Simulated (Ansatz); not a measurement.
Base system: TiO2 in the rutile structure (space group P4_2/mnm, No. 136; a = 4.597 Å, c = 2.954 Å).

Modification: every lattice vector is shortened by 0.15 %, atoms relaxed at fixed cell.

All numbers come from r2SCAN (Ansatz, an electronic-structure program; PAW; 500 eV plane waves; scalar-relativistic without spin-orbit coupling), earlier PAW set.

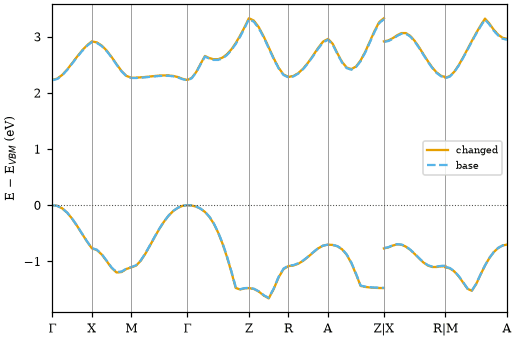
*Highest valence and lowest conduction band along the path, each from its own valence-band maximum*

### Question
From the figure, how large is the changed gap, and is it direct?

### Answer
About 2.2 eV, direct at Γ.

The cells carry an imposed strain or load. No phonon test of stability was made. The final runs are not spin-polarised.
